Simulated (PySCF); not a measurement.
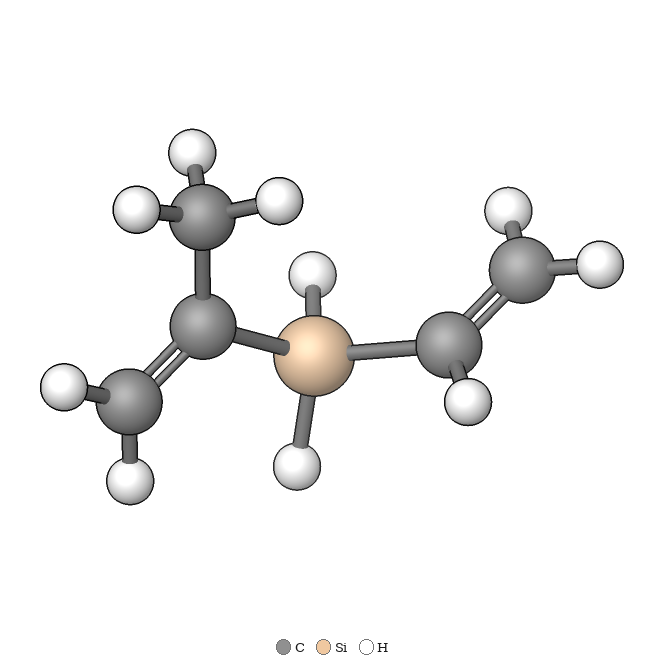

The geometry was computed by an optimisation with PBE0-D3(BJ)/def2-SVP. No frequency run is at hand to confirm it as a minimum. Method: PBE0/6-31+G*, gas phase (PySCF 2.14.0). Excitations: vertical, linear response.

Computed properties:

The species is C5H10Si (`C=C[SiH2]C(=C)C`).
- dipole moment: 0.86 D
- HOMO energy (Kohn–Sham orbital): −7.43 eV
- LUMO energy (Kohn–Sham orbital): −0.57 eV
- HOMO–LUMO gap: 6.86 eV
- mean static polarisability: 86.0 bohr³
- lowest vertical singlet excitation: 5.93 eV
- its oscillator strength: 0.047
- brightest of the 10 lowest singlets: 6.81 eV
- its oscillator strength: 0.45
